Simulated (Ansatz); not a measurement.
# Nudged elastic band, with input and output: SiH₅Cl

SiH₅Cl, computed with RKS B3LYP-D4/6-31G* (Ansatz 0.2.0).

It belongs to a series of runs on one base structure; here: band between the two ends. Figures and captions count atoms from 1; the log counts them from 0 in places.

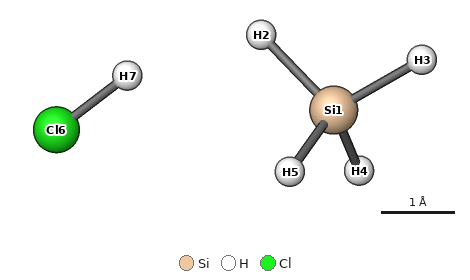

*The structure as given in the input (ball-and-stick view, seen at a tilt; atoms are numbered from 1 in the order of the input).*

Bond lengths as drawn: Cl–H 1.29 Å and H–Si 1.48 to 1.49 Å.

**The input**
```yaml
crystal:
  periodic: [false, false, false]
  atoms:
    - { symbol: Si, position_ang: [0.35955, 0.0, -0.199562] }
    - { symbol: H, position_ang: [0.075283, 0.0, 1.264855] }
    - { symbol: H, position_ang: [1.830887, 0.0, -0.394747] }
    - { symbol: H, position_ang: [-0.238714, 1.216373, -0.8027] }
    - { symbol: H, position_ang: [-0.238714, -1.216373, -0.8027] }
    - { symbol: Cl, position_ang: [-3.169489, 0.0, 1.963849] }
    - { symbol: H, position_ang: [-1.877503, 0.0, 1.960204] }
basis:
  gaussian: { orbitals: "6-31G*" }
hamiltonian:
  xc: b3lyp
  dispersion: d4
neb:
  order_check: false
  images: 5
  f_tol: 0.03
  max_iterations: 60
  optimiser: lbfgs
  climbing: true
  final_atoms:
    - { symbol: Si, position_ang: [-0.40617977, 1.77e-06, -0.74021814] }
    - { symbol: H, position_ang: [-0.02410326, -5.82e-06, 3.4043608] }
    - { symbol: H, position_ang: [0.69324484, 4.24e-06, 0.25185785] }
    - { symbol: H, position_ang: [-0.34268857, 1.2163385, -1.58354932] }
    - { symbol: H, position_ang: [-0.34268892, -1.2163395, -1.58354357] }
    - { symbol: Cl, position_ang: [-2.21706775, 4.85e-06, 0.28200841] }
    - { symbol: H, position_ang: [-0.61921657, -4.05e-06, 2.95828297] }
  initial_path:
    images:
      - { positions_ang: [[0.35955, 0.0, -0.199562], [0.075283, 0.0, 1.264855], [1.830887, 0.0, -0.394747], [-0.238714, 1.216373, -0.8027], [-0.238714, -1.216373, -0.8027], [-3.169489, 0.0, 1.963849], [-1.877503, 0.0, 1.960204]] }
      - { positions_ang: [[0.24466304, 0.0, -0.12743391], [0.0336995, 0.0, 1.45179593], [1.68995998, 0.0, -0.40320353], [-0.37750554, 1.20804867, -0.69964075], [-0.37750554, -1.20804867, -0.69964075], [-2.88529129, 0.0, 1.54274777], [-1.58672016, 0.0, 1.92457424]] }
      - { positions_ang: [[0.12977609, 0.0, -0.05530581], [-0.007884, 0.0, 1.63873685], [1.54903297, 0.0, -0.41166005], [-0.51629708, 1.19972433, -0.5965815], [-0.51629708, -1.19972433, -0.5965815], [-2.60109358, 0.0, 1.12164654], [-1.29593731, 0.0, 1.88894447]] }
      - { positions_ang: [[0.01488913, 0.0, 0.01682228], [-0.0494675, 0.0, 1.82567778], [1.40810595, 0.0, -0.42011658], [-0.65508862, 1.1914, -0.49352225], [-0.65508862, -1.1914, -0.49352225], [-2.31689586, 0.0, 0.70054531], [-1.00515447, 0.0, 1.85331471]] }
      - { positions_ang: [[-0.12546717, 5.9e-07, -0.23552453], [-0.04101276, -1.94e-06, 2.35190546], [1.16981892, 1.41e-06, -0.1961251], [-0.55095527, 1.19971283, -0.85686461], [-0.55095539, -1.19971317, -0.85686269], [-2.28361983, 1.62e-06, 0.56103301], [-0.8765085, -1.35e-06, 2.22163746]] }
      - { positions_ang: [[-0.26582347, 1.18e-06, -0.48787134], [-0.03255801, -3.88e-06, 2.87813313], [0.93153188, 2.83e-06, 0.02786637], [-0.44682192, 1.20802567, -1.22020696], [-0.44682216, -1.20802633, -1.22020313], [-2.25034379, 3.24e-06, 0.42152071], [-0.74786253, -2.7e-06, 2.58996022]] }
      - { positions_ang: [[-0.40617977, 1.77e-06, -0.74021814], [-0.02410326, -5.82e-06, 3.4043608], [0.69324484, 4.24e-06, 0.25185785], [-0.34268857, 1.2163385, -1.58354932], [-0.34268892, -1.2163395, -1.58354357], [-2.21706775, 4.85e-06, 0.28200841], [-0.61921657, -4.05e-06, 2.95828297]] }
```

Hardware: 1 thread of Intel Xeon (Granite Rapids), 32 GiB of memory available, shared host.

Command:
```bash
ansatz run input.yaml --threads 1 --pin off --max-ram 2048MiB --backend cpu --events-out ev --progress --plain --runs-dir out
```

**What the program printed**
```
Engine: ansatz 0.2.0, x86_64-unknown-linux-gnu
Functional definition: B3LYP
  parameter a0 = 0.2
  parameter ax = 0.72
  parameter ac = 0.81
  exchange = (1 - a0 - ax)*slater_x + ax*b88_x + a0*exact_x
  correlation = (1 - ac)*vwn_rpa_c + ac*lyp_c
528 factors; integrals over basis functions are off by at most 8.0e-4 eV
mean field evaluation 1: about -20480.9707 eV, gradient 1.2e1 eV
mean field evaluation 2: about -20481.2115 eV, gradient 9.6e0 eV
mean field evaluation 4: about -20481.4623 eV, gradient 2.1e-1 eV
mean field evaluation 8: about -20481.4666 eV, gradient 1.9e-3 eV
mean field -20481.46659380 eV, -752.6800144855 hartree, gradient 7.0e-6 eV, S^2 0.000000; 0 other end points of the search recorded, 0 dependent functions left out
the calculation of the forces begins
reference -20481.46683211 eV, -752.6800232430 hartree; 18, 18 occupied and 30, 30 virtual orbitals, 528 factors
528 factors; integrals over basis functions are off by at most 1.0e-3 eV
mean field evaluation 16: about -20482.1621 eV, gradient 1.8e0 eV
mean field -20482.18502615 eV, -752.7064163874 hartree, gradient 2.6e-5 eV, S^2 0.000000; 0 other end points of the search recorded, 0 dependent functions left out
[... from here on the field's lines of each further geometry are left out, up to the last ...]
NEB iter   1: max|band force component| = 7.014e0 eV/Å  barrier→ = 2.9818 eV  barrier← = 3.7311 eV  Δτ_max = 0.1004 Å  (162 SCF iters)
NEB iter   2: max|band force component| = 1.581e0 eV/Å  barrier→ = 2.8108 eV  barrier← = 3.5601 eV  Δτ_max = 0.0481 Å  (123 SCF iters)
NEB iter   3: max|band force component| = 1.154e0 eV/Å  barrier→ = 2.6130 eV  barrier← = 3.3623 eV  Δτ_max = 0.0772 Å  (119 SCF iters)
NEB iter   4: max|band force component| = 1.789e0 eV/Å  barrier→ = 2.3047 eV  barrier← = 3.0540 eV  Δτ_max = 0.0257 Å  (121 SCF iters)
NEB iter   5: max|band force component| = 1.222e0 eV/Å  barrier→ = 2.2583 eV  barrier← = 3.0076 eV  Δτ_max = 0.0973 Å  (120 SCF iters)
NEB iter   6: max|band force component| = 1.122e0 eV/Å  barrier→ = 2.0772 eV  barrier← = 2.8265 eV  Δτ_max = 0.1006 Å  (118 SCF iters)
NEB iter   7: max|band force component| = 1.341e0 eV/Å  barrier→ = 1.8964 eV  barrier← = 2.6457 eV  Δτ_max = 0.0197 Å  (116 SCF iters)
NEB iter   8: max|band force component| = 8.323e-1 eV/Å  barrier→ = 1.8732 eV  barrier← = 2.6225 eV  Δτ_max = 0.0410 Å  (121 SCF iters)
NEB iter   9: max|band force component| = 6.107e-1 eV/Å  barrier→ = 1.8262 eV  barrier← = 2.5755 eV  Δτ_max = 0.0453 Å  (120 SCF iters)
NEB iter  10: max|band force component| = 8.692e-1 eV/Å  barrier→ = 1.7641 eV  barrier← = 2.5134 eV  Δτ_max = 0.0124 Å  (117 SCF iters)
NEB iter  11: max|band force component| = 9.259e-1 eV/Å  barrier→ = 1.7523 eV  barrier← = 2.5016 eV  CI = image 3  Δτ_max = 0.0132 Å  (109 SCF iters)
NEB iter  12: max|band force component| = 8.813e-1 eV/Å  barrier→ = 1.7724 eV  barrier← = 2.5218 eV  CI = image 3  Δτ_max = 0.2000 Å  (105 SCF iters)
NEB iter  13: max|band force component| = 1.177e0 eV/Å  barrier→ = 1.9167 eV  barrier← = 2.6660 eV  CI = image 3  Δτ_max = 0.0176 Å  (119 SCF iters)
NEB iter  14: max|band force component| = 7.232e-1 eV/Å  barrier→ = 1.8848 eV  barrier← = 2.6341 eV  CI = image 3  Δτ_max = 0.0583 Å  (108 SCF iters)
NEB iter  15: max|band force component| = 9.911e-1 eV/Å  barrier→ = 1.8603 eV  barrier← = 2.6096 eV  CI = image 3  Δτ_max = 0.0143 Å  (113 SCF iters)
NEB iter  16: max|band force component| = 5.113e-1 eV/Å  barrier→ = 1.8583 eV  barrier← = 2.6077 eV  CI = image 3  Δτ_max = 0.0269 Å  (104 SCF iters)
NEB iter  17: max|band force component| = 2.343e-1 eV/Å  barrier→ = 1.8595 eV  barrier← = 2.6088 eV  CI = image 3  Δτ_max = 0.0202 Å  (110 SCF iters)
NEB iter  18: max|band force component| = 4.893e-1 eV/Å  barrier→ = 1.8609 eV  barrier← = 2.6102 eV  CI = image 3  Δτ_max = 0.0070 Å  (109 SCF iters)
NEB iter  19: max|band force component| = 1.498e-1 eV/Å  barrier→ = 1.8603 eV  barrier← = 2.6096 eV  CI = image 3  Δτ_max = 0.0047 Å  (98 SCF iters)
NEB iter  20: max|band force component| = 1.754e-1 eV/Å  barrier→ = 1.8598 eV  barrier← = 2.6091 eV  CI = image 3  Δτ_max = 0.0026 Å  (97 SCF iters)
NEB iter  21: max|band force component| = 1.383e-1 eV/Å  barrier→ = 1.8596 eV  barrier← = 2.6089 eV  CI = image 3  Δτ_max = 0.0154 Å  (88 SCF iters)
NEB iter  22: max|band force component| = 3.790e-1 eV/Å  barrier→ = 1.8587 eV  barrier← = 2.6080 eV  CI = image 3  Δτ_max = 0.0054 Å  (105 SCF iters)
NEB iter  23: max|band force component| = 1.146e-1 eV/Å  barrier→ = 1.8586 eV  barrier← = 2.6079 eV  CI = image 3  Δτ_max = 0.0035 Å  (91 SCF iters)
NEB iter  24: max|band force component| = 1.184e-1 eV/Å  barrier→ = 1.8584 eV  barrier← = 2.6077 eV  CI = image 3  Δτ_max = 0.0022 Å  (90 SCF iters)
NEB iter  25: max|band force component| = 1.086e-1 eV/Å  barrier→ = 1.8583 eV  barrier← = 2.6076 eV  CI = image 3  Δτ_max = 0.0156 Å  (89 SCF iters)
NEB iter  26: max|band force component| = 3.282e-1 eV/Å  barrier→ = 1.8578 eV  barrier← = 2.6071 eV  CI = image 3  Δτ_max = 0.0047 Å  (105 SCF iters)
NEB iter  27: max|band force component| = 9.196e-2 eV/Å  barrier→ = 1.8577 eV  barrier← = 2.6071 eV  CI = image 3  Δτ_max = 0.0025 Å  (89 SCF iters)
NEB iter  28: max|band force component| = 8.952e-2 eV/Å  barrier→ = 1.8577 eV  barrier← = 2.6070 eV  CI = image 3  Δτ_max = 0.0294 Å  (86 SCF iters)
NEB iter  29: max|band force component| = 3.409e-1 eV/Å  barrier→ = 1.8572 eV  barrier← = 2.6065 eV  CI = image 3  Δτ_max = 0.0049 Å  (105 SCF iters)
NEB iter  30: max|band force component| = 6.237e-2 eV/Å  barrier→ = 1.8572 eV  barrier← = 2.6065 eV  CI = image 3  Δτ_max = 0.0014 Å  (90 SCF iters)
NEB iter  31: max|band force component| = 6.026e-2 eV/Å  barrier→ = 1.8571 eV  barrier← = 2.6065 eV  CI = image 3  Δτ_max = 0.0191 Å  (85 SCF iters)
NEB iter  32: max|band force component| = 2.322e-1 eV/Å  barrier→ = 1.8571 eV  barrier← = 2.6065 eV  CI = image 3  Δτ_max = 0.0033 Å  (107 SCF iters)
NEB iter  33: max|band force component| = 3.662e-2 eV/Å  barrier→ = 1.8571 eV  barrier← = 2.6064 eV  CI = image 3  Δτ_max = 0.0009 Å  (92 SCF iters)
NEB iter  34: max|band force component| = 3.706e-2 eV/Å  barrier→ = 1.8570 eV  barrier← = 2.6064 eV  CI = image 3  Δτ_max = 0.0007 Å  (89 SCF iters)
NEB iter  35: max|band force component| = 3.695e-2 eV/Å  barrier→ = 1.8570 eV  barrier← = 2.6063 eV  CI = image 3  Δτ_max = 0.0080 Å  (86 SCF iters)
NEB iter  36: max|band force component| = 1.007e-1 eV/Å  barrier→ = 1.8571 eV  barrier← = 2.6064 eV  CI = image 3  Δτ_max = 0.0014 Å  (101 SCF iters)
NEB iter  37: max|band force component| = 3.367e-2 eV/Å  barrier→ = 1.8570 eV  barrier← = 2.6064 eV  CI = image 3  Δτ_max = 0.0010 Å  (88 SCF iters)
NEB iter  38: max|band force component| = 3.357e-2 eV/Å  barrier→ = 1.8570 eV  barrier← = 2.6063 eV  CI = image 3  Δτ_max = 0.0038 Å  (89 SCF iters)
NEB iter  39: max|band force component| = 5.242e-2 eV/Å  barrier→ = 1.8570 eV  barrier← = 2.6064 eV  CI = image 3  Δτ_max = 0.0007 Å  (89 SCF iters)
the calculation of the forces begins
reference -20482.06566335 eV, -752.7020298852 hartree; 18, 18 occupied and 30, 30 virtual orbitals, 529 factors
528 factors; integrals over basis functions are off by at most 8.0e-4 eV
mean field evaluation 1312: about -20479.5541 eV, gradient 2.3e-3 eV
mean field -20479.55407059 eV, -752.6097305539 hartree, gradient 3.4e-5 eV, S^2 0.000000; 1 other end points of the search recorded, 0 dependent functions left out
the calculation of the forces begins
reference -20479.55429267 eV, -752.6097387153 hartree; 18, 18 occupied and 30, 30 virtual orbitals, 528 factors
NEB iter  40: max|band force component| = 2.370e-2 eV/Å  barrier→ = 1.8570 eV  barrier← = 2.6063 eV  CI = image 3  Δτ_max = 0.0000 Å  (209 SCF iters)
```

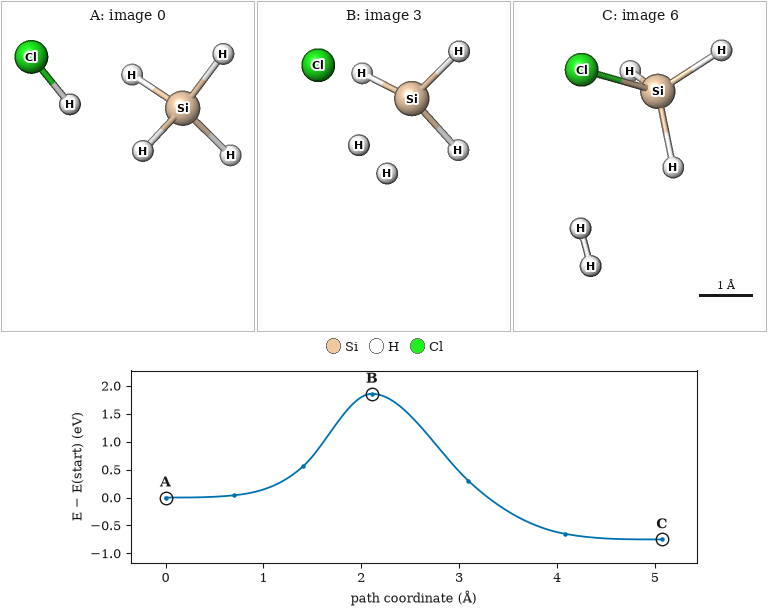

*Images of the last band (counted from 0; ball-and-stick, seen at a tilt) above the energy along the path; the line is a cubic interpolation that uses the forces.*

The highest image is number 3, 1.857 eV above the start and 2.606 eV above the end (the climbing image); the end lies 0.749 eV below the start. The path is 5.07 Å long. The band converged in 40 iterations.

```
Total energy: -20479.73108117 eV, -752.6162355728 hartree
Atom 0 at    -0.168670    -0.000000    -0.053213 Å, force     0.011656    -0.000000    -0.016007 eV/Å
Atom 1 at     0.022518    -0.000000     1.656885 Å, force     0.009675     0.000000     0.003758 eV/Å
Atom 2 at     1.327320     0.000000     0.014847 Å, force    -0.017077     0.000000     0.003271 eV/Å
Atom 3 at    -0.541446     1.292226    -0.652798 Å, force     0.002236    -0.008260     0.002003 eV/Å
Atom 4 at    -0.541446    -1.292226    -0.652798 Å, force     0.002236     0.008260     0.002003 eV/Å
Atom 5 at    -2.500324     0.000000     1.009426 Å, force    -0.002207     0.000000     0.000946 eV/Å
Atom 6 at    -0.856652     0.000000     1.666850 Å, force    -0.006519     0.000000     0.004026 eV/Å
Dipole moment:     0.761432    -0.000000    -0.158760 e Å
this run last wrote the band of iteration 40 to [file]
```

**The last band as extended XYZ (Å, eV, eV/Å)**
```
7
Properties=species:S:1:pos:R:3:forces:R:3 image=0 energy=-20481.58788
Si    0.3595    0.0000   -0.1996   -0.0005   0.0000   0.0014
H     0.0753    0.0000    1.2649   -0.0001   0.0000  -0.0010
H     1.8309    0.0000   -0.3947    0.0000   0.0000   0.0005
H    -0.2387    1.2164   -0.8027    0.0004   0.0006  -0.0009
H    -0.2387   -1.2164   -0.8027    0.0004  -0.0006  -0.0009
Cl   -3.1695    0.0000    1.9638   -0.0011   0.0000   0.0009
H    -1.8775    0.0000    1.9602    0.0008   0.0000   0.0000
7
Properties=species:S:1:pos:R:3:forces:R:3 image=1 energy=-20481.54715
Si    0.2665    0.0000   -0.0980    0.0567   0.0000  -0.0132
H     0.1769    0.0000    1.3931    0.0312   0.0000  -0.0214
H     1.7050    0.0000   -0.4509    0.0522   0.0000  -0.0686
H    -0.4073    1.2164   -0.6141    0.0370  -0.0059  -0.0009
H    -0.4073   -1.2164   -0.6141    0.0370   0.0059  -0.0009
Cl   -2.9254    0.0000    1.5346   -0.1056   0.0000   0.0746
H    -1.6670    0.0000    1.8387   -0.1086   0.0000   0.0305
7
Properties=species:S:1:pos:R:3:forces:R:3 image=2 energy=-20481.02875
Si    0.0838    0.0000   -0.0420    0.6354   0.0000   0.0394
H     0.0875    0.0000    1.4817    0.0927   0.0000  -0.4035
H     1.5341    0.0000   -0.2196    0.5131   0.0000  -0.4722
H    -0.5293    1.2372   -0.5923    0.0872  -0.1396   0.1396
H    -0.5293   -1.2372   -0.5923    0.0872   0.1396   0.1396
Cl   -2.5963    0.0000    1.2853   -0.2595   0.0000   0.5703
H    -1.3092    0.0000    1.6683   -1.1560   0.0000  -0.0133
7
Properties=species:S:1:pos:R:3:forces:R:3 image=3 energy=-20479.73086
Si   -0.1687    0.0000   -0.0532    0.0117   0.0000  -0.0160
H     0.0225    0.0000    1.6569    0.0097   0.0000   0.0038
H     1.3273    0.0000    0.0148   -0.0171   0.0000   0.0033
H    -0.5414    1.2922   -0.6528    0.0022  -0.0083   0.0020
H    -0.5414   -1.2922   -0.6528    0.0022   0.0083   0.0020
Cl   -2.5003    0.0000    1.0094   -0.0022   0.0000   0.0009
H    -0.8567    0.0000    1.6668   -0.0065   0.0000   0.0040
7
Properties=species:S:1:pos:R:3:forces:R:3 image=4 energy=-20481.28626
Si   -0.3834    0.0000   -0.2614   -0.4076   0.0000  -0.3897
H     0.0601    0.0000    2.0933    0.1809   0.0000   0.7073
H     1.0165    0.0000    0.2923   -0.5680   0.0000   0.3101
H    -0.4699    1.2930   -0.9532    0.0227  -0.0017  -0.5129
H    -0.4699   -1.2930   -0.9532    0.0227   0.0017  -0.5129
Cl   -2.3296    0.0000    0.6675    0.3398   0.0000  -0.3927
H    -0.6825    0.0000    2.1038    0.4095   0.0000   0.7910
7
Properties=species:S:1:pos:R:3:forces:R:3 image=5 energy=-20482.23648
Si   -0.4138    0.0000   -0.5062   -0.0279   0.0000  -0.0852
H     0.0702    0.0000    2.6663    0.0488   0.0000   0.1701
H     0.7396    0.0000    0.4243   -0.1196   0.0000   0.0443
H    -0.3762    1.2337   -1.3198    0.0189  -0.0199  -0.1282
H    -0.3762   -1.2337   -1.3198    0.0189   0.0199  -0.1282
Cl   -2.2401    0.0000    0.4954    0.0145   0.0000  -0.0484
H    -0.6622    0.0000    2.5488    0.0463   0.0000   0.1756
7
Properties=species:S:1:pos:R:3:forces:R:3 image=6 energy=-20482.33720
Si   -0.4062    0.0000   -0.7402   -0.0050   0.0000   0.0008
H    -0.0241    0.0000    3.4044   -0.0163   0.0000  -0.0089
H     0.6932    0.0000    0.2519    0.0013   0.0000  -0.0028
H    -0.3427    1.2163   -1.5835    0.0016  -0.0011  -0.0003
H    -0.3427   -1.2163   -1.5835    0.0016   0.0011  -0.0003
Cl   -2.2171    0.0000    0.2820    0.0013   0.0000   0.0011
H    -0.6192    0.0000    2.9583    0.0154   0.0000   0.0105
```

**Summary**

| quantity | value |
| --- | --- |
| outcome | converged |
| barrier, forward | 1.857 eV |
| barrier, backward | 2.606 eV |
| wall time | 2.9 min |
| peak memory | 0.12 GiB |

The order of the saddle point was not checked.
